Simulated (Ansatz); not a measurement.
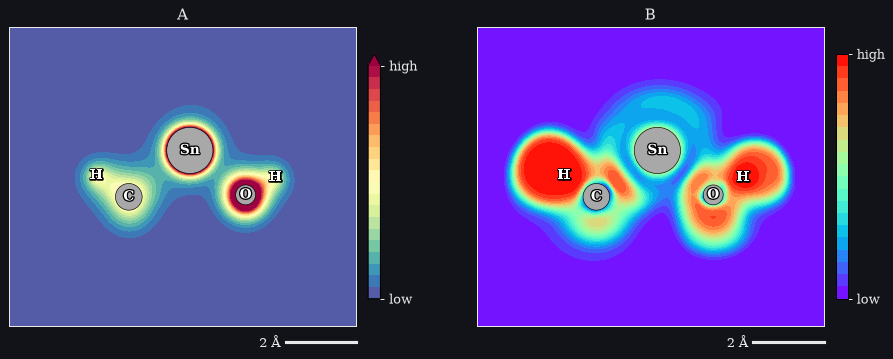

CH5ClOSn: 2 fields on the plane of atoms C3, Sn1 and O8, with unlabelled colour scales. Grey discs cover the atomic cores.

Core potentials replace the inner electrons of Sn.

Level of theory: RKS BLYP-D4/def2-SVP (Ansatz 0.2.0).

### The panels show electron density and electron localisation function in some order. Assign them.

Panel A: electron density. Panel B: electron localisation function. From the grid: Sn–O (2.02 Å): ρ is about 0.68 e/Å³ halfway; the ELF peaks at about 0.85 in the valence shell of O, 0.6 Å from its nucleus, and drops to about 0.15 between the two atoms. C–Sn (2.17 Å): the density is about 0.66 e/Å³ at the midpoint; the ELF peaks at about 0.90 in the valence shell of C, 0.7 Å from its nucleus, and drops to about 0.20 between the two atoms.
